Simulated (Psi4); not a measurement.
# AlCl2 (SMILES [Cl][Al][Cl]): U-wB97M-V/cc-pVTZ

Aim: the vertical doublet–quartet gap of AlCl2 at U-wB97M-V/cc-pVTZ, from 2 runs. 

Program for the calculation: Psi4 1.11.

2 further runs of the same task are left out: 2 set aside as unsound or not needed.

**1. The system as given**

The species is AlCl2 (3 atoms), meant as a doublet with charge 0. As SMILES, `[Cl][Al][Cl]`. Geometry: relaxed at PBE0-D4/def2-TZVP.

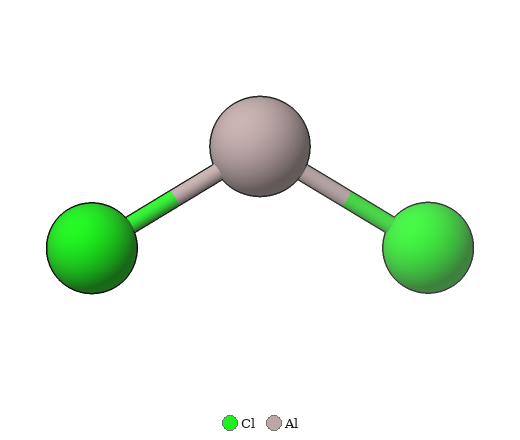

The structure, seen from a chosen angle (chlorine green, aluminium light grey).

**2. The energy at U-wB97M-V/cc-pVTZ**

File calc.inp:

```
memory 1600 MB

molecule {
  0 2
  Cl     1.374800     0.868300     0.838700
  Al    -0.432100     0.520700    -0.177200
  Cl    -0.953600    -1.453800    -0.674700
  symmetry c1
}

set basis cc-pVTZ
set reference uks
set puream true
set e_convergence 1e-09
set d_convergence 1e-08
set scf_type pk
set dft_radial_points 99
set dft_spherical_points 590
set maxiter 200

E = energy("wb97m-v")
```

The run is started by

```bash
psi4 calc.inp calc.out -n 1
```

calc.out:

```text
[...]
  Running in c1 symmetry.
[...]
  Nuclear repulsion =  153.526194826504110
[...]
  Multiplicity = 2
[...]
  Nalpha       = 24
  Nbeta        = 23
[...]
    Number of basis functions: 102
[...]
   @UKS iter   1: -1162.87562880409496   -3.90055e-01   3.26275e-03 DIIS/ADIIS
[...]
   @UKS iter  11: -1162.92273977488162   -4.38831e-11   8.64605e-09 DIIS
[...]
   @S^2 Observed:                7.511288319E-01
[...]
    Orbital Energies [Eh]
    ---------------------
    Alpha Occupied:
       1A   -101.885567     2A   -101.885558     3A    -56.391752
       4A     -9.644774     5A     -9.644763     6A     -7.347031
       7A     -7.347021     8A     -7.343210     9A     -7.343200
      10A     -7.342757    11A     -7.342747    12A     -4.357844
      13A     -2.872687    14A     -2.871456    15A     -2.868575
      16A     -0.947374    17A     -0.936180    18A     -0.550527
      19A     -0.487051    20A     -0.454768    21A     -0.451134
      22A     -0.433118    23A     -0.425757    24A     -0.307129
    Alpha Virtual:
      25A      0.000044    26A      0.076320    27A      0.081126
[...]
  @UKS Final Energy: -1162.92273977488162
   => Energetics <=
    Nuclear Repulsion Energy =            153.5261948265041099
    One-Electron Energy =               -1914.0853400790474552
    Two-Electron Energy =                 655.3705296346980731
    DFT Exchange-Correlation Energy =     -57.9306160120481337
    Empirical Dispersion Energy =           0.0000000000000000
    VV10 Nonlocal Energy =                  0.1964918550117275
    Total Energy =                      -1162.9227397748816202
[...]
 Multipole Moments:
 ------------------------------------------------------------------------------------
     Multipole            Electronic (a.u.)      Nuclear  (a.u.)        Total (a.u.)
 ------------------------------------------------------------------------------------
 L = 1.  Multiply by 2.5417464519 to convert [e a0] to [Debye]
 Dipole X            :         -0.5263253            0.1098554           -0.4164699
 Dipole Y            :          0.6248182           -0.1303686            0.4944496
 Dipole Z            :          0.0000000           -0.0000000            0.0000000
 Magnitude           :                                                    0.6464732
[...]
```

Run time: 47 s. Hardware: 1 thread of Intel Xeon 6975P-C (Granite Rapids), shared host; peak memory 0.97 GiB.

**3. The quartet at the same level**

File calc.dat:

```
memory 1.6 GB

molecule system {
  0 4
  Cl
  Al 1 2.101848
  Cl 2 2.101932 1 118.88417
  symmetry c1
}

set basis cc-pVTZ
set reference uks
set puream true
set e_convergence 1e-09
set d_convergence 1e-08
set scf_type pk
set dft_radial_points 99
set dft_spherical_points 590
set maxiter 200

e, wfn = energy("wb97m-v", return_wfn=True)
print_variables()
```

The run is started by

```bash
psi4 calc.dat calc.out -n 1
```

calc.out:

```text
[...]
  Running in c1 symmetry.
[...]
  Nuclear repulsion =  153.526209420164292
[...]
  Multiplicity = 4
[...]
  Nalpha       = 25
  Nbeta        = 22
[...]
    Number of basis functions: 102
[...]
   @UKS iter   1: -1162.65880982228396   -1.73236e-01   2.21777e-03 ADIIS/DIIS
[...]
   @UKS iter  18: -1162.67601548016637   -1.97815e-11   3.15780e-09 DIIS
[...]
   @S^2 Observed:                3.757890911E+00
[...]
    Orbital Energies [Eh]
    ---------------------
    Alpha Occupied:
       1A   -101.955584     2A   -101.955485     3A    -56.340387
       4A     -9.712743     5A     -9.712648     6A     -7.421013
       7A     -7.420908     8A     -7.411601     9A     -7.411508
      10A     -7.408252    11A     -7.408159    12A     -4.311459
      13A     -2.825810    14A     -2.824868    15A     -2.824749
      16A     -1.006481    17A     -0.997360    18A     -0.588808
      19A     -0.531915    20A     -0.520296    21A     -0.500929
      22A     -0.498031    23A     -0.485669    24A     -0.300167
      25A     -0.177329
    Alpha Virtual:
[...]
  @UKS Final Energy: -1162.67601548016637
   => Energetics <=
    Nuclear Repulsion Energy =            153.5262094201642924
    One-Electron Energy =               -1912.4237777080115848
    Two-Electron Energy =                 653.8956712196785475
    DFT Exchange-Correlation Energy =     -57.8701302998701195
    Empirical Dispersion Energy =           0.0000000000000000
    VV10 Nonlocal Energy =                  0.1960118878722686
    Total Energy =                      -1162.6760154801663703
[...]
 Multipole Moments:
 ------------------------------------------------------------------------------------
     Multipole            Electronic (a.u.)      Nuclear  (a.u.)        Total (a.u.)
 ------------------------------------------------------------------------------------
 L = 1.  Multiply by 2.5417464519 to convert [e a0] to [Debye]
 Dipole X            :          0.2133765            0.1468078            0.3601844
 Dipole Y            :          0.1249525            0.0866697            0.2116223
 Dipole Z            :         -0.0000000            0.0000000           -0.0000000
 Magnitude           :                                                    0.4177520
[...]
```

It took 60 s on 1 thread of Intel Xeon 6975P-C (Granite Rapids), shared host; peak memory 0.98 GiB.

**4. Results**

At U-wB97M-V/cc-pVTZ:

| quantity | value |
| --- | --- |
| doublet: total energy | -1162.92274 Eh |
| doublet: dipole moment | 1.64 D |
| doublet: HOMO energy (highest over α and β) | -8.36 eV |
| doublet: LUMO energy (lowest over α and β) | -1.88 eV |
| doublet: ⟨S²⟩ | 0.751 |
| quartet: total energy | -1162.67602 Eh |
| quartet: dipole moment | 1.06 D |
| quartet: HOMO energy (highest over α and β) | -4.83 eV |
| quartet: ⟨S²⟩ | 3.758 |
| vertical energy of the quartet above the doublet | 6.714 eV |

**Reading.** At this shape the quartet lies 6.71 eV (155 kcal/mol) above the doublet.
